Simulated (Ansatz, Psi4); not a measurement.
Interaction energy of H4GeO4 ··· H2 (SMILES [OH][Ge]([OH])([OH])[OH] and [H][H]), singlet. Monomers: optimised at B3LYP-D3(BJ) (def2-TZVP), held rigid. Orientation: lowest of the rigid-body minima from ten starts at GFN2-xTB. Only R, the distance of the centres of mass, is varied, so the lowest point isn't the relaxed dimer.

SAPT0/jun-cc-pVDZ, frozen core (Psi4); PBE/def2-TZVP, counterpoise-corrected (Psi4); wB97X-D/def2-TZVP, counterpoise-corrected (Psi4); MP2/aug-cc-pVTZ = DF-MP2/aug-cc-pVTZ, frozen core, counterpoise-corrected run with Psi4; CCSD(T)/aug-cc-pVDZ = CCSD(T) on RHF/aug-cc-pVDZ, cores with 3d frozen, counterpoise-corrected in Ansatz (an electronic-structure program).

Cost and agreement with CCSD(T)/aug-cc-pVDZ over the 11 points of the scan, with CCSD(T)/aug-cc-pVDZ as yardstick. Costs are rough ratios of core time within Psi4 on shared cores, each with its mean field (Kohn-Sham runs search longer for lower solutions than correlated ones do); the miss is the largest difference from CCSD(T) of the interaction energy, in kJ/mol.

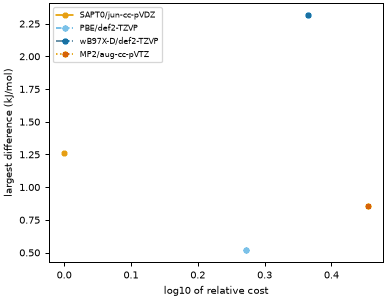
Figure. Miss against cost, one point a level.

| level | relative cost | largest difference |
|---|---|---|
| SAPT0/jun-cc-pVDZ | 1 | 1.26 |
| PBE/def2-TZVP | 2 | 0.52 |
| wB97X-D/def2-TZVP | 2 | 2.32 |
| MP2/aug-cc-pVTZ | 3 | 0.86 |

Costs within a factor of two of each other count as equal.
